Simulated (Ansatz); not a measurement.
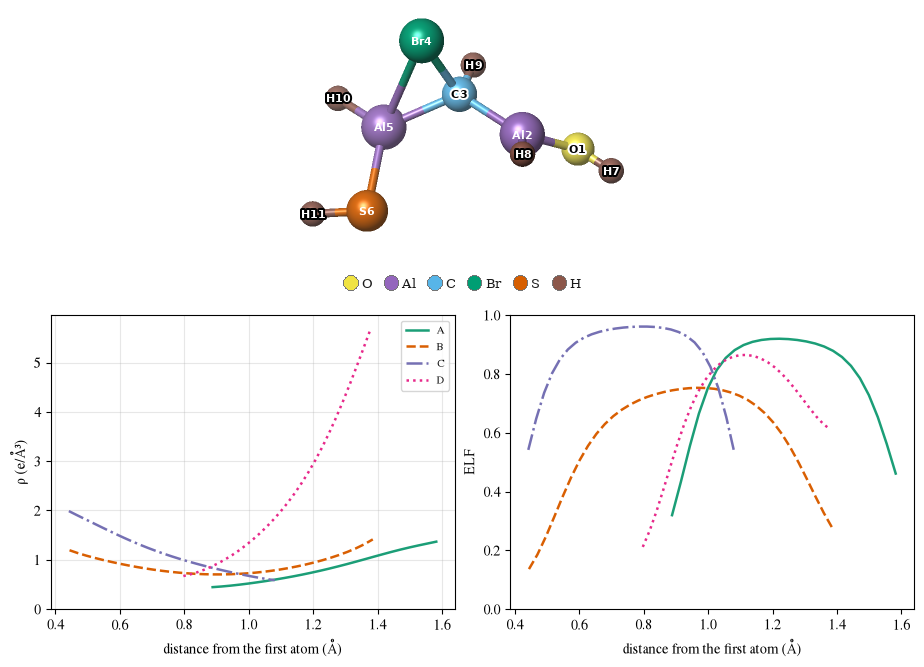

The picture shows: CH₅Al₂BrOS. Total electron density and ELF along straight lines between neighbouring atoms. The curves leave out the atomic cores. The structure is drawn too.

The calculation used RKS BLYP/def2-SVP in Ansatz 0.2.0.

Input file:

```
crystal:
  periodic: [false, false, false]
  atoms:
    - { symbol: O, position_ang: [1.0546, -2.3701, -0.4907] }
    - { symbol: Al, position_ang: [0.0143, -1.4357, 0.758] }
    - { symbol: C, position_ang: [-1.46704, -2.34607, 1.71879] }
    - { symbol: Br, position_ang: [-2.38261, -1.16296, 2.85157] }
    - { symbol: Al, position_ang: [-0.74913, -3.90166, 2.72187] }
    - { symbol: S, position_ang: [0.80198, -3.54778, 4.32761] }
    - { symbol: H, position_ang: [0.5546, -2.1549, -1.3492] }
    - { symbol: H, position_ang: [0.31093, 0.0598, 1.05251] }
    - { symbol: H, position_ang: [-2.2666, -2.70339, 0.95042] }
    - { symbol: H, position_ang: [-1.28024, -5.36155, 2.40056] }
    - { symbol: H, position_ang: [1.83817, -3.64053, 3.38209] }
basis:
  gaussian: { orbitals: def2-SVP }
hamiltonian:
  xc: blyp
relax:
  f_tol: 0.015
  max_steps: 40
output:
  orbitals: {}
```

Command:

```sh
ansatz run input.yaml --threads 2 --pin off --max-ram 3072MiB --backend cpu --events-out ev --progress --plain --runs-dir out
```

The fields are those of the run's last geometry, not of the input's.

Question: Which curve belongs to which contact (Al–O, Al–S, C–Al and C–Br)? The first atom named is at distance zero.

Answer: Curve A: Al–S (2.22 Å): ρ at the midpoint is about 0.63 e/Å³; the ELF peaks at about 0.90 in the valence shell of S, 1.0 Å from its nucleus, and is about 0.90 at the midpoint. Curve B: C–Br (2.09 Å): the density is about 0.76 e/Å³ at the midpoint; the ELF peaks at about 0.75 between the atoms (a shared electron pair). Curve C: C–Al (1.97 Å): ρ at the midpoint is about 0.7 e/Å³; the ELF peaks at about 0.95 between the atoms: a polar covalent bond. Curve D: Al–O (1.72 Å): ρ at the midpoint is about 0.8 e/Å³; the ELF peaks at about 0.85 in the valence shell of O, 0.6 Å from its nucleus, and is about 0.40 at the midpoint.
